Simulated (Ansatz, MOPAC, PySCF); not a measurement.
PH3 (SMILES P) and HI (SMILES I) are pulled apart as rigid monomers along the line of their centres of mass, from the B3LYP-D3(BJ)/def2-TZVP minimum. Starting geometry (charge 0, multiplicity 1):
| atom | x (Å) | y (Å) | z (Å) |
|---|---|---|---|
| P | -0.4587 | 0.1022 | 0.2345 |
| H | 0.0537 | -1.0670 | -0.3781 |
| H | -1.7480 | -0.0248 | -0.3371 |
| H | 0.0251 | 0.9780 | -0.7674 |
| I | 0.0847 | 0.8805 | 4.3377 |
| H | -0.1252 | 0.5802 | 2.7487 |

Interaction energies with rigid monomers; basis-set methods are counterpoise corrected unless marked otherwise.

Cores are frozen in the correlated methods. Filled d and f shells under p-block atoms count as core. The state that AM1 reach isn't checked.

Run with Ansatz (Gaussian orbitals); MOPAC for AM1 (differences of heats of formation); PySCF for the dispersion terms. Each number belongs to the level named beside it. In def2 rows elements past Kr take small-core potentials, without spin–orbit coupling.

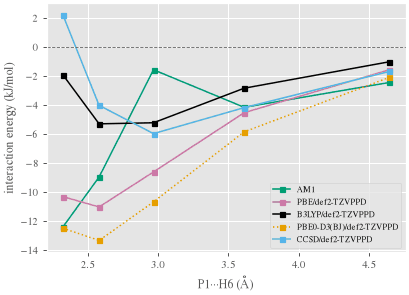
Figure. Interaction energy against separation

Q: Which level binds most strongly at P1···H6 = 2.58, and by how much?

A: PBE0-D3(BJ)/def2-TZVPPD, -13 kJ/mol.

Ansatz is an electronic-structure program.
